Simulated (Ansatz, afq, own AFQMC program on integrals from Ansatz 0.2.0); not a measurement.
# NHO (triplet): AFQMC on the coupled-cluster ladder at angle O2–N1–H3 = 139.4°, cc-pVDZ

How near does AFQMC come to the top of the ladder for NHO (triplet)?

Program: Ansatz 0.2.0, Gaussian basis, and an in-house AFQMC program (afq) on its integrals; all values are calculated. Level of theory: cc-pVDZ, frozen cores. These are calculated values, not measurements.

To be run: PBE (unrestricted); r2SCAN (unrestricted); PBE0 (unrestricted); B3LYP (unrestricted); wB97M-V (unrestricted); B2PLYP (unrestricted); CCSD(T) on UHF; CCSDT(Q) on UHF; Phaseless AFQMC, CISD trial on UHF; Phaseless AFQMC, single-determinant trial on UHF; Free-projection AFQMC, CISD trial on UHF.

**1. What is computed**

The geometry derives from a PBE0/def2-TZVP stationary point (not a proven minimum). One angle is set to the value named; bond lengths are kept.

3 atoms, charge 0, spin multiplicity 3.

Atoms are counted from 1 here; the program's logs count them from 0.

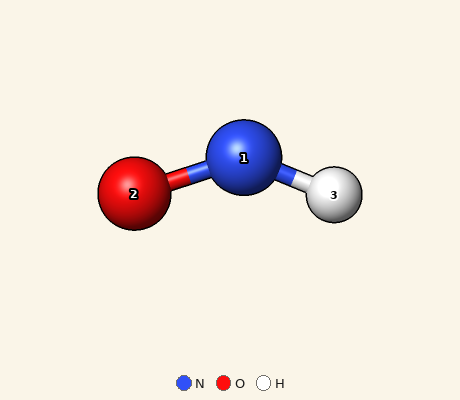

The structure; nitrogen blue, oxygen red, hydrogen white; atoms are numbered from 1 in the order of the file.

**2. PBE (unrestricted)**

The input, in.yaml:

```yaml
crystal:
  periodic: [false, false, false]
  atoms:
    - {symbol: N, position_ang: [0.000000, -0.013701, 0.600657]}
    - {symbol: O, position_ang: [0.000000, -0.029948, -0.612296]}
    - {symbol: H, position_ang: [0.000000, 0.665771, 1.372249]}
basis:
  gaussian: {orbitals: cc-pVDZ}
magnetization: {spin_polarized: true, initial_magnetization: 2}
hamiltonian: {xc: {name: PBE}}
output: {orbitals: {seedname: orbitals}}
```

Run with:

```bash
> ansatz run in.yaml --threads 1 --pin off --events-out ev --progress --plain --max-ram 1382MiB
```

What it wrote:

```text
Functional definition: PBE
  name "PBE"
  cite "Perdew, Burke & Ernzerhof, Phys. Rev. Lett. 77, 3865 (1996) doi:10.1103/PhysRevLett.77.3865"
  parent pbe
  parameter kappa = 0.804
  parameter beta = 0.06672455060314922
  exchange = pbe_x(kappa = kappa, mu = beta*pi^2/3)
  correlation = pbe_c(beta = beta)
391 factors; their error is unknown
mean field evaluation 1: about -3544.6938 eV, gradient 1.9e1 eV
mean field evaluation 2: about -3544.0765 eV, gradient 2.3e1 eV
mean field evaluation 4: about -3546.2588 eV, gradient 2.5e0 eV
mean field evaluation 8: about -3546.2624 eV, gradient 9.2e-3 eV
mean field -3546.26243922 eV, -130.3227408982 hartree, gradient 1.7e-5 eV, S^2 2.002849; 0 other end points of the search recorded, 0 dependent functions left out
reference -3546.26245468 eV, -130.3227414664 hartree; 9, 7 occupied and 24, 26 virtual orbitals, 391 factors
Total energy: -3546.26245468 eV, -130.3227414664 hartree
```

It took 0.24 s on 1 thread of Intel Xeon 6975P-C (Granite Rapids), shared host.

From the report: ⟨S²⟩ of the determinant 2.003 (pure triplet: 2.00).

**3. r2SCAN (unrestricted)**

Changes to in.yaml since step 2:

```diff
@@ -9,3 +9,2 @@
 magnetization: {spin_polarized: true, initial_magnetization: 2}
-hamiltonian: {xc: {name: PBE}}
-output: {orbitals: {seedname: orbitals}}
+hamiltonian: {xc: {name: r2SCAN}}
```

The command is unchanged.

What it wrote:

```text
Functional definition: r2SCAN
  name "r2SCAN"
  cite "Furness, Kaplan, Ning, Perdew & Sun, J. Phys. Chem. Lett. 11, 8208 (2020) doi:10.1021/acs.jpclett.0c02405"
  cite "Furness, Kaplan, Ning, Perdew & Sun, J. Phys. Chem. Lett. 11, 9248 (2020) doi:10.1021/acs.jpclett.0c03077"
  parent r2scan
  parameter k0 = 0.174
  parameter k1 = 0.065
  parameter a1 = 4.9479
  exchange = r2scan_x(k0 = k0, k1 = k1, a1 = a1)
  correlation = r2scan_c
391 factors; their error is unknown
mean field evaluation 1: about -3547.0328 eV, gradient 1.7e1 eV
mean field evaluation 2: about -3547.1450 eV, gradient 1.6e1 eV
mean field evaluation 4: about -3548.2298 eV, gradient 2.8e0 eV
mean field evaluation 8: about -3548.2406 eV, gradient 1.2e-2 eV
mean field -3548.24062183 eV, -130.3954377684 hartree, gradient 3.6e-5 eV, S^2 2.007009; 0 other end points of the search recorded, 0 dependent functions left out
reference -3548.24062594 eV, -130.3954379195 hartree; 9, 7 occupied and 24, 26 virtual orbitals, 391 factors
Total energy: -3548.24062594 eV, -130.3954379195 hartree
```

Run time: 0.54 s. Hardware: 1 thread of Intel Xeon 6975P-C (Granite Rapids), shared host.

From the report: ⟨S²⟩ of the determinant 2.007 (pure triplet: 2.00).

**4. PBE0 (unrestricted)**

Changes to in.yaml since step 3:

```diff
@@ -9,2 +9,3 @@
 magnetization: {spin_polarized: true, initial_magnetization: 2}
-hamiltonian: {xc: {name: r2SCAN}}
+hamiltonian: {xc: {name: PBE0}}
+output: {orbitals: {seedname: orbitals}}
```

Launched as before.

What it wrote:

```text
Functional definition: PBE0
  name "PBE0"
  cite "Adamo & Barone, J. Chem. Phys. 110, 6158 (1999) doi:10.1063/1.478522"
  cite "Perdew, Burke & Ernzerhof, Phys. Rev. Lett. 77, 3865 (1996) doi:10.1103/PhysRevLett.77.3865"
  parent pbe
  parameter a = 0.25
  parameter kappa = 0.804
  parameter beta = 0.06672455060314922
  exchange = (1 - a)*pbe_x(kappa = kappa, mu = beta*pi^2/3) + a*exact_x
  correlation = pbe_c(beta = beta)
308 factors; integrals over basis functions are off by at most 1.6e-3 eV
mean field evaluation 1: about -3545.2765 eV, gradient 1.4e1 eV
mean field evaluation 2: about -3545.6492 eV, gradient 1.1e1 eV
mean field evaluation 4: about -3546.1333 eV, gradient 9.3e-1 eV
mean field evaluation 8: about -3546.1350 eV, gradient 5.2e-3 eV
mean field -3546.13498966 eV, -130.3180572133 hartree, gradient 7.7e-5 eV, S^2 2.006548; 0 other end points of the search recorded, 0 dependent functions left out
reference -3546.13500032 eV, -130.3180576052 hartree; 9, 7 occupied and 24, 26 virtual orbitals, 308 factors
Total energy: -3546.13500032 eV, -130.3180576052 hartree
```

It took 0.27 s on 1 thread of Intel Xeon 6975P-C (Granite Rapids), shared host.

From the report: ⟨S²⟩ of the determinant 2.007 (pure triplet: 2.00).

**5. B3LYP (unrestricted)**

Changes to in.yaml since step 4:

```diff
@@ -9,3 +9,2 @@
 magnetization: {spin_polarized: true, initial_magnetization: 2}
-hamiltonian: {xc: {name: PBE0}}
-output: {orbitals: {seedname: orbitals}}
+hamiltonian: {xc: {name: B3LYP}}
```

Launched as before.

What it wrote, shortened:

```text
Functional definition: B3LYP
  name "B3LYP"
  cite "Stephens, Devlin, Chabalowski & Frisch, J. Phys. Chem. 98, 11623 (1994) doi:10.1021/j100096a001"
  cite "Becke, Phys. Rev. A 38, 3098 (1988) doi:10.1103/PhysRevA.38.3098"
  cite "Lee, Yang & Parr, Phys. Rev. B 37, 785 (1988) doi:10.1103/PhysRevB.37.785"
  cite "Vosko, Wilk & Nusair, Can. J. Phys. 58, 1200 (1980) doi:10.1139/p80-159"
[...]
308 factors; integrals over basis functions are off by at most 1.6e-3 eV
[...]
mean field -3549.89123268 eV, -130.4560965983 hartree, gradient 9.3e-6 eV, S^2 2.005880; 0 other end points of the search recorded, 0 dependent functions left out
reference -3549.89135241 eV, -130.4561009985 hartree; 9, 7 occupied and 24, 26 virtual orbitals, 308 factors
Total energy: -3549.89135241 eV, -130.4561009985 hartree
```

It took 0.36 s on 1 thread of Intel Xeon 6975P-C (Granite Rapids), shared host.

From the report: ⟨S²⟩ of the determinant 2.006 (pure triplet: 2.00).

**6. wB97M-V (unrestricted)**

Changes to in.yaml since step 5:

```diff
@@ -9,2 +9,3 @@
 magnetization: {spin_polarized: true, initial_magnetization: 2}
-hamiltonian: {xc: {name: B3LYP}}
+hamiltonian: {xc: {name: wB97M-V}}
+output: {orbitals: {seedname: orbitals}}
```

The command is unchanged.

What it wrote, shortened:

```text
Functional definition: wB97M-V
  name "wB97M-V"
  cite "Mardirossian & Head-Gordon, J. Chem. Phys. 144, 214110 (2016) doi:10.1063/1.4952647"
  cite "Becke, J. Chem. Phys. 107, 8554 (1997) doi:10.1063/1.475007"
  cite "Vydrov & Van Voorhis, J. Chem. Phys. 133, 244103 (2010) doi:10.1063/1.3521275"
  # Of w^i u^j: cxij and so on, Table III.
[...]
  gx(w, u) = 1 - cx + cx01*u + cx10*w
  gss(w, u) = css00 + css04*u^4 + css10*w + css20*w^2 + css43*w^4*u^3
  gos(w, u) = cos00 + cos10*w + (cos20 + cos21*u)*w^2 + (cos60 + cos61*u)*w^6
[...]
      + integral(e_c_pw_mod_opposite_spin*gos(b97_w_opposite, b97_u_opposite)) + vv10(b, c)
308 factors; integrals over basis functions are off by at most 1.6e-3 eV
75 factors; integrals over basis functions are off by at most 7.6e-6 eV
[...]
mean field -3548.71600413 eV, -130.4129077458 hartree, gradient 4.4e-5 eV, S^2 2.005737; 0 other end points of the search recorded, 0 dependent functions left out
reference -3548.71602017 eV, -130.4129083350 hartree; 9, 7 occupied and 24, 26 virtual orbitals, 308 factors
Total energy: -3548.71602017 eV, -130.4129083350 hartree
```

Run time: 1 s. Hardware: 1 thread of Intel Xeon 6975P-C (Granite Rapids), shared host.

From the report: ⟨S²⟩ of the determinant 2.006 (pure triplet: 2.00).

**7. B2PLYP (unrestricted)**

Changes to in.yaml since step 6:

```diff
@@ -9,3 +9,3 @@
 magnetization: {spin_polarized: true, initial_magnetization: 2}
-hamiltonian: {xc: {name: wB97M-V}}
-output: {orbitals: {seedname: orbitals}}
+hamiltonian: {xc: {name: B2PLYP}}
+correlation: {electrons: outside_noble_gas}
```

The command is unchanged.

What it wrote, shortened:

```text
Functional definition: B2PLYP
  name "B2PLYP"
  cite "Grimme, J. Chem. Phys. 124, 034108 (2006) doi:10.1063/1.2148954"
  cite "Becke, Phys. Rev. A 38, 3098 (1988) doi:10.1103/PhysRevA.38.3098"
  cite "Lee, Yang & Parr, Phys. Rev. B 37, 785 (1988) doi:10.1103/PhysRevB.37.785"
[...]
308 factors; integrals over basis functions are off by at most 1.6e-3 eV
[...]
mean field -3543.85153586 eV, -130.2341418340 hartree, gradient 2.9e-6 eV, S^2 2.013404; 0 other end points of the search recorded, 0 dependent functions left out
2 core orbitals not correlated: weight in the atoms' cores, before any rotation towards them, 1.000 or more for the frozen orbitals, at most 0.000 for the correlated occupied ones
reference -3543.85160838 eV, -130.2341444990 hartree; 7, 5 occupied and 24, 26 virtual orbitals, 308 factors
second order -10.80324751 eV of doubles, -0.00000000 eV of singles
Total energy: -3546.76848520 eV, -130.3413377452 hartree
```

It took 0.36 s on 1 thread of Intel Xeon 6975P-C (Granite Rapids), shared host.

From the report: ⟨S²⟩ of the determinant 2.013 (pure triplet: 2.00).

**8. CCSD(T) on UHF**

Changes to in.yaml since step 7:

```diff
@@ -9,3 +9,2 @@
 magnetization: {spin_polarized: true, initial_magnetization: 2}
-hamiltonian: {xc: {name: B2PLYP}}
-correlation: {electrons: outside_noble_gas}
+correlation: {method: ccsd_t, electrons: outside_noble_gas, hamiltonian_folder: ham}
```

Same command.

What it wrote, shortened:

```text
Functional definition: HF
  name "HF"
  cite "Fock, Z. Phys. 61, 126 (1930) doi:10.1007/BF01340294"
  parent pbe
[...]
308 factors; integrals over basis functions are off by at most 1.6e-3 eV
[...]
mean field -3531.80487352 eV, -129.7914351584 hartree, gradient 8.6e-7 eV, S^2 2.029612; 0 other end points of the search recorded, 0 dependent functions left out
2 core orbitals not correlated: weight in the atoms' cores, before any rotation towards them, 1.000 or more for the frozen orbitals, at most 0.000 for the correlated occupied ones
reference -3531.80487352 eV, -129.7914351584 hartree; 7, 5 occupied and 24, 26 virtual orbitals, 308 factors
second order -8.69502091 eV of doubles, -0.00000000 eV of singles
cycle   1  -8.71973505 eV  change   -2.5e-2 eV  update   7.2e-2
[...]
cycle  11  -9.05897915 eV  change   -7.6e-6 eV  update   6.0e-6
perturbative correction -0.25070239 eV, -0.0092131428 hartree
Total energy: -3541.11455506 eV, -130.1335596446 hartree
```

It took 0.42 s on 1 thread of Intel Xeon 6975P-C (Granite Rapids), shared host.

From the report: ⟨S²⟩ of the determinant 2.030 (pure triplet: 2.00); correlation -9.3097 eV; T1 0.019; largest double amplitude 0.08.

This run also writes the integrals to the folder ham.

**9. CCSDT(Q) on UHF**

Changes to in.yaml since step 8:

```diff
@@ -9,2 +9,2 @@
 magnetization: {spin_polarized: true, initial_magnetization: 2}
-correlation: {method: ccsd_t, electrons: outside_noble_gas, hamiltonian_folder: ham}
+correlation: {method: ccsdt_q, electrons: outside_noble_gas}
```

The command is unchanged.

What it wrote, shortened:

```text
Functional definition: HF
  name "HF"
  cite "Fock, Z. Phys. 61, 126 (1930) doi:10.1007/BF01340294"
  parent pbe
[...]
556 factors; integrals over basis functions are off by at most 1.8e-7 eV
[...]
mean field -3531.80493916 eV, -129.7914375708 hartree, gradient 8.6e-7 eV, S^2 2.029612; 0 other end points of the search recorded, 0 dependent functions left out
2 core orbitals not correlated: weight in the atoms' cores, before any rotation towards them, 1.000 or more for the frozen orbitals, at most 0.000 for the correlated occupied ones
reference -3531.80493916 eV, -129.7914375708 hartree; 7, 5 occupied and 24, 26 virtual orbitals, 556 factors
second order -8.69502483 eV of doubles, -0.00000000 eV of singles
cycle   1  -8.71972478 eV  change   -2.5e-2 eV  update   8.2e-2
[...]
cycle  15  -9.32172950 eV  change   -8.0e-7 eV  update   8.9e-7
perturbative correction -0.03586216 eV, -0.0013179101 hartree
Total energy: -3541.16253082 eV, -130.1353227215 hartree
```

Wall time 8.5 s (1 thread of Intel Xeon 6975P-C (Granite Rapids), shared host); peak memory 0.3 GiB.

From the report: ⟨S²⟩ of the determinant 2.030 (pure triplet: 2.00); correlation -9.3576 eV; T1 0.019; largest double amplitude 0.09.

**10. Phaseless AFQMC, CISD trial on UHF**

It reads the integrals that the CCSD(T) run on this determinant wrote.

Run with:

```bash
> afq ham --method phaseless --trial cisd --walkers 60 --populations 1 --least-time 40 --time-step 0.005 --steps-per-block 50 --equilibration-blocks 28 --max-blocks 300 --target-error 0.00042 --factor-cut 1e-05 --start spin_pure --seed 2883 --release-times 0.24,0.51,0.99,1.62,2.4 --release-step 0.03 --release-every 4 --taylor-order 6
```

What it wrote:

```text
orbitals 31  electrons 7 5  factors 230 of 308
reference energy -129.79143516 Eh
CCSD correlation -0.33291125 Eh in 12 cycles, weight of the determinant in the CISD state 0.8987
energy of the start -130.122693 Eh
 block  time / (1/Eh)  mean weight  energy / Eh
     1     0.250  1.0024  -130.120256
     2     0.500  0.9999  -130.128146
     3     0.750  0.9998  -130.129616
     4     1.000  1.0014  -130.128357
     5     1.250  0.9972  -130.126463
     6     1.500  0.9998  -130.129012
     7     1.750  1.0007  -130.127949
     8     2.000  0.9997  -130.137158
     9     2.250  0.9996  -130.133764
    10     2.500  1.0008  -130.136438
    17     4.250  0.9999  -130.124177
    25     6.250  1.0003  -130.138860
    33     8.250  0.9986  -130.141249
    41    10.250  1.0005  -130.127670
    49    12.250  1.0037  -130.131815
    57    14.250  1.0001  -130.137154
    65    16.250  0.9991  -130.135650
    73    18.250  0.9969  -130.125458
    81    20.250  1.0009  -130.158363
    89    22.250  0.9995  -130.126218
    97    24.250  1.0019  -130.135673
   105    26.250  1.0044  -130.138210
   113    28.250  1.0009  -130.131180
   121    30.250  1.0024  -130.147711
   129    32.250  0.9981  -130.132277
   137    34.250  0.9958  -130.140816
   145    36.250  0.9988  -130.121348
   153    38.250  1.0020  -130.143163
   161    40.250  1.0005  -130.128533
   169    42.250  1.0025  -130.133487
   177    44.250  0.9983  -130.127649
   185    46.250  1.0018  -130.128984
   193    48.250  0.9996  -130.132509
   201    50.250  1.0004  -130.128416
   209    52.250  1.0024  -130.127810
   217    54.250  1.0025  -130.165037
   225    56.250  1.0016  -130.132297
   233    58.250  0.9993  -130.130825
   241    60.250  1.0004  -130.129955
   249    62.250  0.9978  -130.136028
   257    64.250  1.0015  -130.123650
   265    66.250  1.0012  -130.121892
   273    68.250  1.0011  -130.143248
   281    70.250  1.0016  -130.133695
   289    72.250  1.0004  -130.129966
   297    74.250  0.9999  -130.134362
   305    76.250  0.9992  -130.140180
   313    78.250  0.9979  -130.132225
   321    80.250  0.9989  -130.119292
blocks merged  error / Eh  count
     1  0.000473  300
     2  0.000523  150
     4  0.000588  75
     8  0.000599  37
    16  0.000551  18
    32  0.000576  9
released: time / (1/Eh)  energy / Eh  error  mean overlap
  0.24  -130.133691  0.000566  1.0058
  0.51  -130.134430  0.000502  1.0136
  0.99  -130.135430  0.000552  1.0051
  1.62  -130.134911  0.000803  1.0088
  2.40  -130.135502  0.000724  1.0170
energy -130.133792 +/- 0.000599 Eh
```

It took 3.5 min on 1 thread of Intel Xeon 6975P-C (Granite Rapids), shared host.

Energy -3541.1209 ± 0.0163 eV. Caveats: constraint bias not in the error.

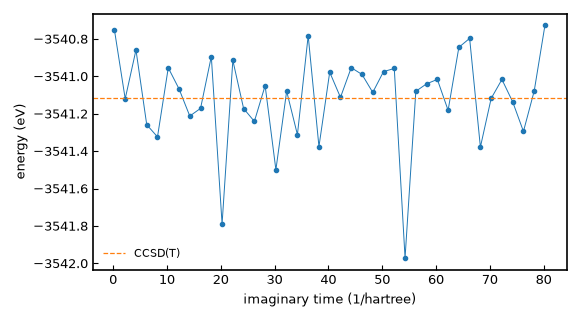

Block energies along the walk.

**11. Phaseless AFQMC, single-determinant trial on UHF**

It reads the integrals that the CCSD(T) run on this determinant wrote.

Run with:

```bash
> afq ham --method phaseless --trial hf --walkers 120 --populations 1 --least-time 40 --time-step 0.005 --steps-per-block 20 --equilibration-blocks 112 --max-blocks 600 --target-error 0.00126 --factor-cut 1e-05 --start spin_pure --seed 5052 --taylor-order 6
```

What it wrote:

```text
orbitals 31  electrons 7 5  factors 230 of 308
reference energy -129.79143516 Eh
CCSD correlation -0.33291125 Eh in 12 cycles, weight of the determinant in the CISD state 0.8987
energy of the start -129.792247 Eh
 block  time / (1/Eh)  mean weight  energy / Eh
     1     0.100  1.0026  -129.892820
     2     0.200  1.0031  -129.970418
     3     0.300  0.9986  -130.010930
     4     0.400  1.0024  -130.040228
     5     0.500  1.0026  -130.079248
     6     0.600  1.0014  -130.088023
     7     0.700  0.9996  -130.077910
     8     0.800  1.0002  -130.081131
     9     0.900  1.0021  -130.095121
    10     1.000  1.0033  -130.090326
    18     1.800  1.0037  -130.115776
    35     3.500  1.0000  -130.123235
    52     5.200  1.0022  -130.102002
    69     6.900  1.0010  -130.131191
    86     8.600  0.9946  -130.067723
   103    10.300  0.9984  -130.089043
   120    12.000  0.9989  -130.102380
   137    13.700  1.0001  -130.103654
   154    15.400  0.9997  -130.158806
   171    17.100  0.9994  -130.118958
   188    18.800  1.0013  -130.107879
   205    20.500  0.9999  -130.087885
   222    22.200  0.9995  -130.128528
   239    23.900  1.0041  -130.092185
   256    25.600  1.0006  -130.105414
   273    27.300  0.9975  -130.071495
   290    29.000  0.9989  -130.138321
   307    30.700  1.0006  -130.128126
   324    32.400  1.0005  -130.161982
   341    34.100  0.9999  -130.131469
   358    35.800  1.0015  -130.150712
   375    37.500  1.0019  -130.116534
   392    39.200  0.9984  -130.129795
   409    40.900  1.0018  -130.161564
   426    42.600  0.9999  -130.130077
   443    44.300  1.0003  -130.110350
   460    46.000  0.9995  -130.113664
   477    47.700  0.9989  -130.209629
   494    49.400  0.9986  -130.134339
   511    51.100  0.9989  -130.267987
   528    52.800  1.0015  -130.106641
   545    54.500  1.0000  -130.126727
   562    56.200  0.9997  -130.088346
   579    57.900  0.9990  -130.154270
   596    59.600  0.9993  -130.124780
   613    61.300  0.9997  -130.122828
   630    63.000  0.9967  -130.110865
   647    64.700  1.0018  -130.111442
   664    66.400  1.0003  -130.142303
   681    68.100  0.9982  -130.111483
   698    69.800  0.9955  -130.108852
blocks merged  error / Eh  count
     1  0.001325  600
     2  0.001718  300
     4  0.002172  150
     8  0.002562  75
    16  0.002967  37
    32  0.003251  18
    64  0.003542  9
energy -130.132578 +/- 0.003251 Eh
```

Run time: 2.1 min. Hardware: 1 thread of Intel Xeon 6975P-C (Granite Rapids), shared host.

Energy -3541.0879 ± 0.0885 eV. Caveats: constraint bias not in the error; error above the target.

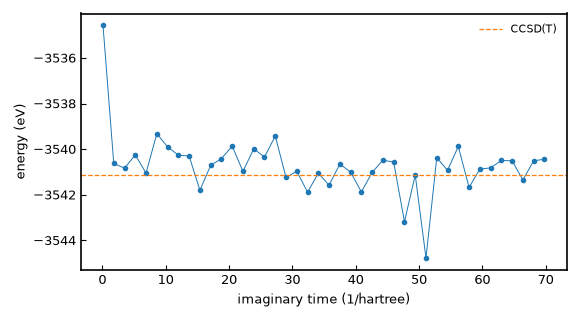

Block energies along the walk.

**12. Free-projection AFQMC, CISD trial on UHF**

It reads the integrals that the CCSD(T) run on this determinant wrote.

Run with:

```bash
> afq ham --method free --trial cisd --walkers 60 --time-step 0.03 --max-blocks 80 --target-error 0.00042 --factor-cut 1e-05 --seed 4572 --times 0,0.21,0.42,0.81,1.2,1.8,2.4,3 --taylor-order 8
```

What it wrote:

```text
orbitals 31  electrons 7 5  factors 230 of 308
reference energy -129.79143516 Eh
CCSD correlation -0.33291125 Eh in 12 cycles, weight of the determinant in the CISD state 0.8987
repeat  energy at the last time / Eh  error
    10  -130.136750  0.002878
    20  -130.134402  0.001861
    30  -130.133239  0.001316
    40  -130.133393  0.001134
    50  -130.134060  0.001087
    60  -130.134620  0.001024
    70  -130.134966  0.000963
    80  -130.134666  0.000878
time / (1/Eh)  energy / Eh  error  mean overlap
  0.00  -130.123712  0.000252  1.1111
  0.21  -130.130814  0.000371  1.1106
  0.42  -130.133300  0.000401  1.1107
  0.81  -130.135102  0.000476  1.0894
  1.20  -130.135008  0.000498  1.0981
  1.80  -130.136496  0.000651  1.0796
  2.40  -130.136481  0.000806  1.0668
  3.00  -130.134666  0.000878  1.0815
energy -130.134666 +/- 0.000878 Eh
```

It took 2.1 min on 1 thread of Intel Xeon 6975P-C (Granite Rapids), shared host.

Energy -3541.1447 ± 0.0239 eV. Caveats: remainder of the start not in the error; error above the target.

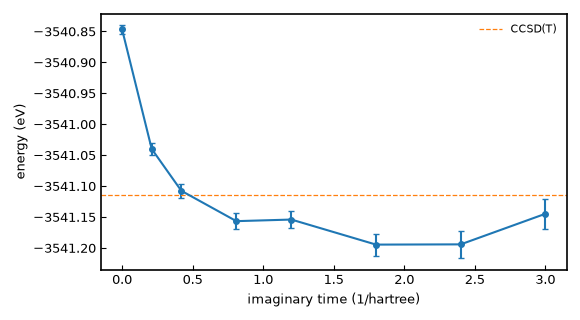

Energy against projection time, with error bars.

**13. AFQMC on the ladder**

On the UHF determinant, counted from CCSDT(Q) (a yardstick, not exact):

| level | energy (eV) | from CCSDT(Q) (meV) | statistical error (meV) | time |
| --- | --- | --- | --- | --- |
| HF | -3531.8049 | +9357.7 |  |  |
| MP2 | -3540.4999 | +662.6 |  |  |
| CCSD | -3540.8639 | +298.7 |  |  |
| CCSD(T) | -3541.1146 | +48.0 |  |  |
| CCSDT(Q) | -3541.1625 | 0.0 |  |  |
| Phaseless AFQMC, CISD trial, step 0.005, 60 walkers | -3541.1209 | +41.7 | 16.3 | 3.5 min |
| Phaseless AFQMC, single-determinant trial, step 0.005, 120 walkers | -3541.0879 | +74.7 | 88.5 | 2.1 min |
| Free-projection AFQMC, CISD trial, step 0.03, 60 walkers | -3541.1447 | +17.9 | 23.9 | 2.1 min |

The functionals' totals stand on their own zeros and serve differences with other points: PBE -3546.262 eV; r2SCAN -3548.241 eV; PBE0 -3546.135 eV; B3LYP -3549.891 eV; wB97M-V -3548.716 eV; B2PLYP -3546.768 eV.

**14. Summary of results**

| quantity | value |
| --- | --- |
| CCSD(T) on UHF from CCSDT(Q) | +48.0 meV |
| Phaseless AFQMC, CISD trial on UHF from CCSDT(Q) | +41.7 ± 16.3 meV |
| Phaseless AFQMC, single-determinant trial on UHF from CCSDT(Q) | +74.7 ± 88.5 meV |
| Free-projection AFQMC, CISD trial on UHF from CCSDT(Q) | +17.9 ± 23.9 meV |

On UHF the phaseless walk with the CISD trial lies +41.7 meV from CCSDT(Q), within three error bars. Free projection has no constraint; at the last time it gives +17.9 ± 23.9 meV, and from a start that isn't spin pure other spins can mix in. Error bars are statistical and leave out the constraint, the time step and what remains of the start.
